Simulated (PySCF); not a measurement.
# C₃H₇Cl₃OSi (SiCl3(OiPr)): what the fields show

```xyz
15

Si    1.1266    0.9438    1.6836
Cl    0.9476    0.6914    3.6935
Cl    3.0878    0.6928    1.1645
Cl    0.5719    2.8464    1.1655
O     0.1593   -0.1377    0.9532
C    -0.5180   -0.0428   -0.3033
C    -1.5632   -1.1360   -0.3234
C     0.4743   -0.1389   -1.4453
H    -1.0199    0.9412   -0.3437
H    -1.0820   -2.1246   -0.2739
H    -2.1607   -1.0815   -1.2452
H    -2.2378   -1.0373    0.5387
H     1.1988    0.6892   -1.4168
H     1.0313   -1.0868   -1.3913
H    -0.0487   -0.0953   -2.4122
```

Geometry: PBE0-D3(BJ)/def2-SVP.

The calculation used B3LYP/def2-SVPD, SCF density, gas phase in PySCF 2.14.0.

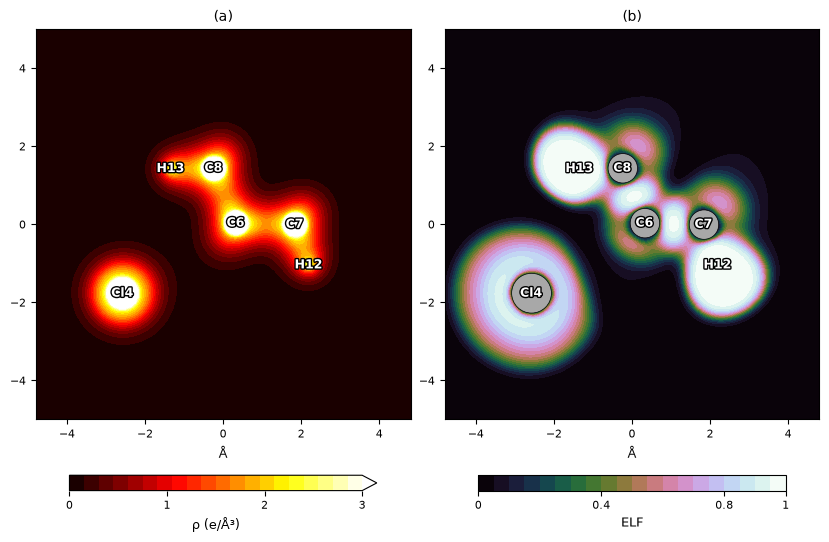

Figure 1. (a) total electron density; (b) electron localisation function on the plane of atoms C7, C6 and C8. Grey discs cover the atomic cores in the ELF map.

Read the bonding off the picture.

Answer. The section cuts through Cl, C and H sites.
C–C (1.51 Å): the density is about 1.7 e/Å³ at the midpoint; the ELF peaks at about 0.95 between the atoms (a shared electron pair).
C–H (1.10 Å): ρ at the midpoint is about 1.9 e/Å³; the ELF climbs to about 1 towards the hydrogen, as it does in any bond to H (a covalent bond by its length).
The ELF also peaks beside Cl4, away from the bonds: lone-pair regions.

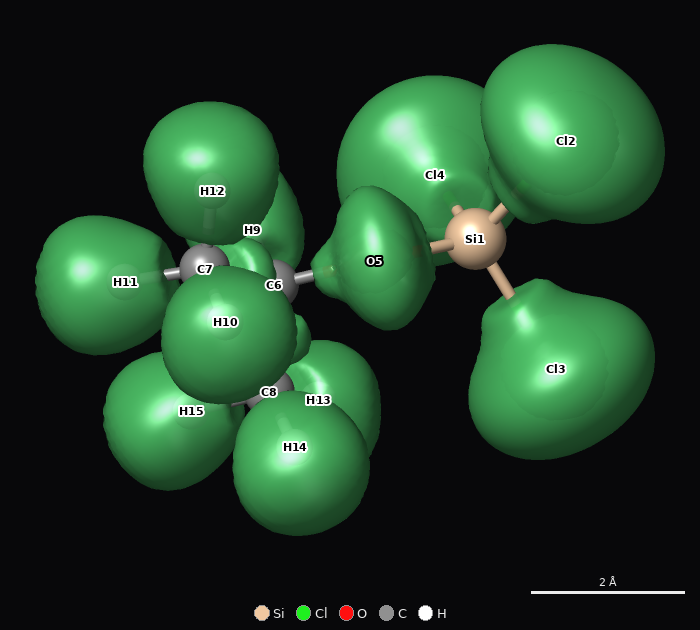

Figure 2. Isosurface of the electron localisation function at 0.75 (green), seen at an oblique angle. Core shells and regions of very low density are left out.

Where are the electrons localised?

Answer. The ELF exceeds this value in two regions between bonded C–C atoms (shared pairs), seven regions around hydrogen nuclei, three regions on Cl in which the atom's valence shell and bonds are merged and one region on O in which the atom's valence shell and bonds are merged. Profiles from the grid: C–O (1.43 Å): the ELF peaks at about 0.90 between the atoms (a shared but strongly polarised pair).

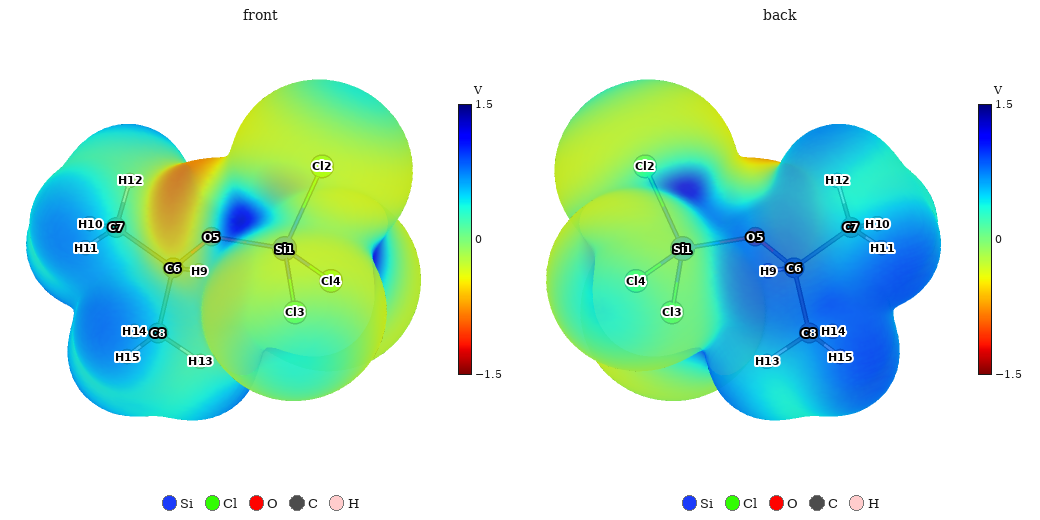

Figure 3. The molecular electrostatic potential painted on the density surface at 0.002 e/bohr³, seen from the front and from behind; the colour scale runs from red (negative) to blue (positive).

Which sites attract a positive test charge, and which a negative one?

Answer. A positive charge is drawn to the negative regions and a negative charge to the positive ones. The most negative region (about −0.8 V, or −18 kcal/mol for a unit charge) lies over O5, the most positive (about +1.1 V, or +25 kcal/mol for a unit charge) over Si1. Cl2 shows a σ-hole: about +0.4 V, or +9 kcal/mol for a unit charge at the tip opposite its bond, against about −0.3 V, or −7 kcal/mol for a unit charge on its flanks. Cl3 shows a σ-hole: about +0.4 V, or +9 kcal/mol for a unit charge at the tip opposite its bond, against about −0.2 V on its flanks. Cl4 shows a σ-hole: about +0.4 V, or +9 kcal/mol for a unit charge at the tip opposite its bond, against about −0.1 V on its flanks.

What dipole moment does the calculation give?

Answer. Its dipole moment is 2.38 D.
